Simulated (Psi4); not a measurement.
Reaction (SMILES): C#N (CH-N) + 3 [H][H] (H2) → C (CH4) + N (NH3)
B3LYP-D3(BJ)/def2-TZVP geometries, fixed; electronic energies without zero-point terms.

Basis-set convergence of the energy of full hydrogenation at HF with Psi4. Cartesian d functions, on some or all atoms, in 6-31G*, 6-31G**, 6-31+G*; all else is spherical. Density fitting with the program's default auxiliary sets. Psi4's default fitting sets serve the pcseg sets less well. No added dispersion term, no relativity. Functions are those of the species that has most. Reference: the value in aug-cc-pVQZ, -78.00 kcal/mol, itself unsure by roughly 0.18 kcal/mol (its mean distance from def2-QZVPPD, def2-QZVPP, cc-pVQZ). Deviations are taken from unrounded values.

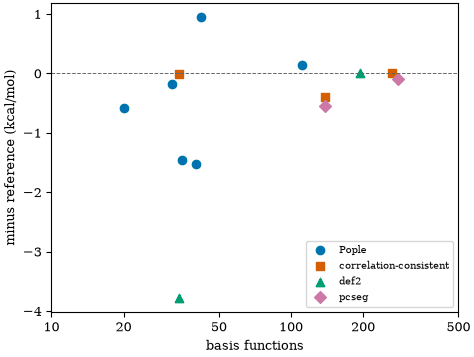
*Deviation from the reference against the number of basis functions, by family of sets.*

```tsv
basis	functions	energy of full hydrogenation (kcal/mol)	minus reference (kcal/mol)
3-21G	20	-78.58	-0.58
6-31G*	32	-78.18	-0.18
cc-pVDZ	34	-78.02	-0.02
def2-SVP	34	-81.78	-3.78
6-31G**	35	-79.45	-1.45
6-31+G*	40	-79.53	-1.53
6-311G**	42	-77.05	0.95
6-311++G(3df,3pd)	111	-77.86	0.14
aug-cc-pVTZ	138	-78.39	-0.39
aug-pcseg-2	138	-78.54	-0.54
def2-QZVPPD	195	-77.99	0.01
aug-cc-pVQZ	264	-78.00	0.00
aug-pcseg-3	281	-78.09	-0.09
```
